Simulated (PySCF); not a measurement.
```xyz
16

C     2.5929    0.6391    0.4054
As    2.0812   -0.8385   -0.8280
Al    0.0008   -1.0386    0.4162
C    -1.6534   -2.0042   -0.1301
As   -1.1476    1.4978    0.2511
H     3.0945    1.4415   -0.1338
H     3.2854    0.2489    1.1510
H     1.7272    1.0568    0.9371
H     1.2205    0.0600   -1.7331
H     0.0620   -0.4946    1.9159
H    -2.1768   -1.4879   -0.9511
H    -1.4858   -3.0299   -0.4820
H    -2.3735   -2.0733    0.6967
H    -2.3143    1.0299    1.0397
H    -2.0238    2.4195   -0.5462
H    -0.8970    2.5824    1.2473
```

Geometry: GFN2-xTB.

Computed with wB97X-D/def2-SVPD, SCF density, gas phase (PySCF 2.14.0).

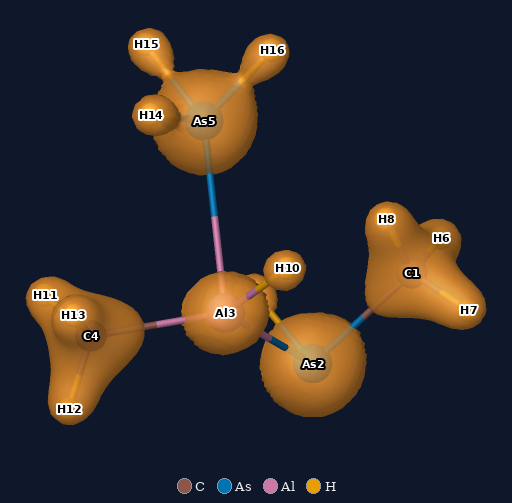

C₂H₁₁AlAs₂. Isosurface of the total electron density at 1 e/Å³ (orange), seen at a tilt.

### How is the density connected at this value?

At this value the surface falls into seven separate pieces. It bridges the sampled C–H (1.09 Å) contacts, where the density stays above the isovalue. It is pinched off along the sampled C–As (1.99 Å), C–Al (1.99 Å) and Al–As (2.43 Å) contacts. On the grid the lowest density along these lines, outside the cores, is 0.87 e/Å³ (C–As, 1.99 Å), 0.57 e/Å³ (C–Al, 1.99 Å), 0.41 e/Å³ (Al–As, 2.43 Å) and 1.9 e/Å³ (C–H, 1.09 Å).
